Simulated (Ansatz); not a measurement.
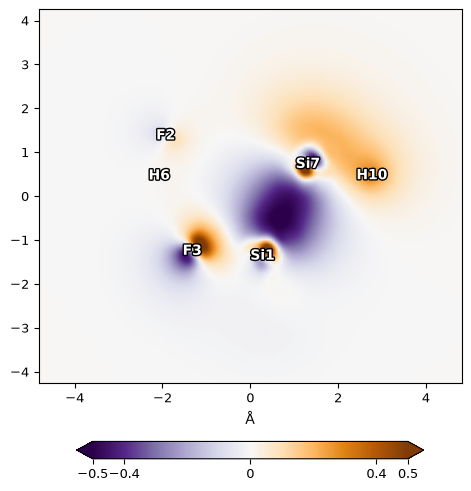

The picture shows: F₃H₃Si₂···HF. The HOMO on the plane of atoms Si1, Si7 and H10 (values in Å⁻³ᐟ²; the overall sign is arbitrary).

The product side of a reaction path; geometry: PBE0-D4/def2-TZVP; a saddle point, not a minimum.

Method: RKS PBE0-D4/def2-TZVPP (Ansatz 0.2.0).

| atom | x (Å) | y (Å) | z (Å) |
| --- | --- | --- | --- |
| Si | -1.0552 | -0.6675 | 0.0406 |
| F | 2.4101 | -0.8665 | -0.4829 |
| F | -0.0781 | -1.8927 | -0.2912 |
| F | -1.7936 | -1.0686 | 1.3784 |
| F | -2.1375 | -0.6687 | -1.1103 |
| H | 1.7449 | -1.5118 | -0.4906 |
| Si | 0.0772 | 1.3618 | 0.2103 |
| H | 1.0618 | 1.2694 | 1.3122 |
| H | 0.7236 | 1.6591 | -1.0881 |
| H | -0.9531 | 2.3855 | 0.5217 |

Where does this orbital lie, and at what energy?

Answer. By Hirshfeld shares it lies mainly on Si7 (about 35 %), Si1 (about 30 %), F4 (about 5 %) and F5 (about 5 %). Its energy is −9.55 eV.
